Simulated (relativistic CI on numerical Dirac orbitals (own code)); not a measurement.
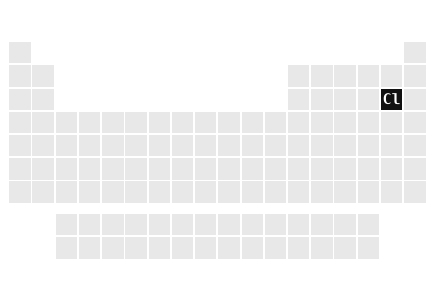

The place of chlorine in the periodic table.

# Relativistic CI calculation, with input and output: Cl⁺

- system: Cl⁺.
- method: Dirac-Coulomb-Breit CI, KLI orbitals optimised for each configuration, model QED (radiative potential, 1s self-energy scaled to tabulated hydrogen-like ionisation energies), numerical settings as typed (relativistic CI on numerical Dirac orbitals, in-house)

Input:
```
atom Cl  Z=17  charge=1  electrons=16
nucleus A=35  rms_radius_fm=3.3654
hamiltonian dirac-coulomb  breit=on  qed=on  c_scale=1
orbitals kli  potential=per-configuration
slater_scale 1
correlation none
mixing on
grid step=0.0125 r_max=7.71
scf mixing=0.4 start=green max_iterations=74 tolerance=2e-08 node_fill=0.05
configurations
  [Ne] 3s2 3p4
  [Ne] 3s 3p5
  [Ne] 3s2 3p3 3d
  [Ne] 3p6
  [Ne] 3s2 3p2 3d2
end
```

Hardware: 1 CPU thread, shared host.

The run was one of a batch that the task file lists, launched with:
```bash
python <driver script> task.json out
```

The program writes its results to a structured record and prints no log; tables and figures of this report are taken from that record.

Outcome:

- outcome: not converged

What went wrong:

The input is odd on purpose: box. The run did not meet its convergence test, so its last values are not results. Caveats: orbital 3s not found.
